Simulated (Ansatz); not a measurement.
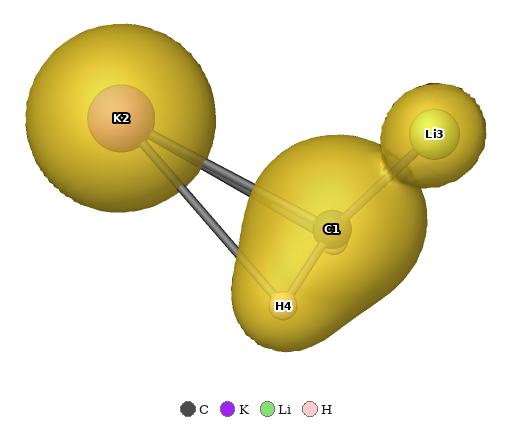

CH$_{2}$KLi. Isosurface of the electron density at 0.3 e/Å³ (yellow), seen at a tilt.

Geometry: PBE0-D4/def2-TZVP.

The calculation used isolated molecule in a Gaussian basis; Kohn-Sham density functional theory, functional PBE0 (Ansatz 0.2.0).

```yaml
atoms:
  - { symbol: C, position_ang: [0.7974, -0.0674, -0.1352] }
  - { symbol: K, position_ang: [-0.7306, 1.8943, 0.9986] }
  - { symbol: Li, position_ang: [0.2095, -0.3934, -1.8851] }
  - { symbol: H, position_ang: [1.6859, 0.5313, 0.1419] }
  - { symbol: H, position_ang: [0.5634, -0.6929, 0.7472] }
```

How is the density connected at this value?

At this value the surface falls into two separate pieces. It bridges the sampled C–Li (1.87 Å) and C–H (1.11 Å) contacts, where the density stays above the isovalue. It is pinched off along the sampled C–K (2.73 Å) and K–H (2.90 Å) contacts. On the grid the lowest density along these lines, outside the cores, is 0.46 e/Å³ (C–Li, 1.87 Å), 0.16 e/Å³ (C–K, 2.73 Å), 1.7 e/Å³ (C–H, 1.11 Å) and 0.11 e/Å³ (K–H, 2.90 Å).
